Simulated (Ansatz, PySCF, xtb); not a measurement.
HCl (SMILES Cl) and CH4 (SMILES C) are pulled apart as rigid monomers along the line of their centres of mass, from the B3LYP-D3(BJ)/def2-TZVP minimum. Starting geometry (charge 0, multiplicity 1):
```xyz
7

Cl    -0.41273    -0.34685    -0.48214
H     -0.29104    -0.24311     0.79110
C     -0.04372    -0.02852     3.28725
H     -0.97408     0.44722     2.97715
H      0.05743     0.06263     4.36753
H     -0.05917    -1.08530     3.02074
H      0.80317     0.46345     2.80903
```

Interaction energies with rigid monomers; basis-set methods are counterpoise corrected unless marked otherwise.

Correlated levels freeze the cores. Rows in 6-311+G**, 6-31G* carry no dispersion term and start afresh at each structure (6-31G* with six Cartesian d functions).

Run with Ansatz (an electronic-structure program) with Gaussian orbitals; PySCF for 6-311+G** rows, 6-31G* rows; xtb for the GFN methods. 

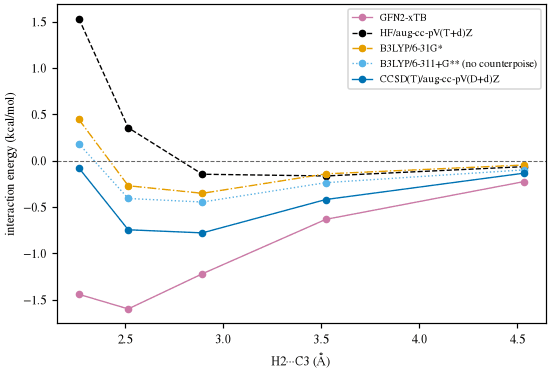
Interaction energy against separation

### Question
Which level binds most strongly at H2···C3 = 2.52, and by how much?

### Answer
GFN2-xTB, -1.6 kcal/mol.
